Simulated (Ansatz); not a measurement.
**Ligand exchange: HF + KSH → H2S + KF**

Species: HF (hydrogen fluoride), singlet; KSH `[SH][K]`, singlet; H2S (hydrogen sulfide) `S`, singlet; KF, singlet. The partners trade F for SH: H–F and K–SH bonds give way to H–SH and K–F.

Shapes, held fixed at every level: PBE0-D4/def2-TZVP. Programs: Ansatz 0.2.0. The zero-point and thermal change to 298 K, harmonic and unscaled (PBE0-D4/def2-TZVP), is -3.3 kJ/mol.

```csv
level,kind,ΔH(298 K) (kJ/mol),less CCSD(T)/def2-TZVPP
HF/def2-TZVPP,Hartree–Fock,+0.2,+4.5
SPW92/def2-TZVPP,LDA,-17.4,-13.1
PBE-D4/def2-TZVPP,GGA,-19.1,-14.8
MP2/def2-SVP,perturbation theory,-13.6,-9.3
CCSD(T)/def2-SVP,coupled cluster or CI,-16.1,-11.8
CCSD/def2-TZVPP,coupled cluster or CI,-4.6,-0.3
CCSD(T)/def2-TZVPP,coupled cluster or CI,-4.3,0.0
```

The highest level, CCSD(T)/def2-TZVPP, gives ΔH(298 K) = -4.3 kJ/mol; the levels span -19.1 to +0.2. They disagree on the sign: 1 of 7 are positive. The column of differences is taken from that level and isn't an error. No measured value is set beside it here. Correlated rows may include outer-core shells of K, which these sets cover unevenly.

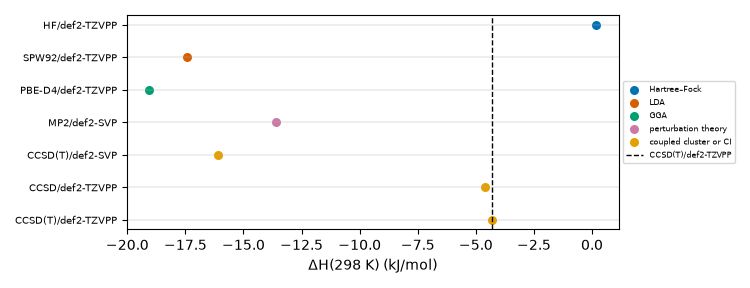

The values of the table, level by level.
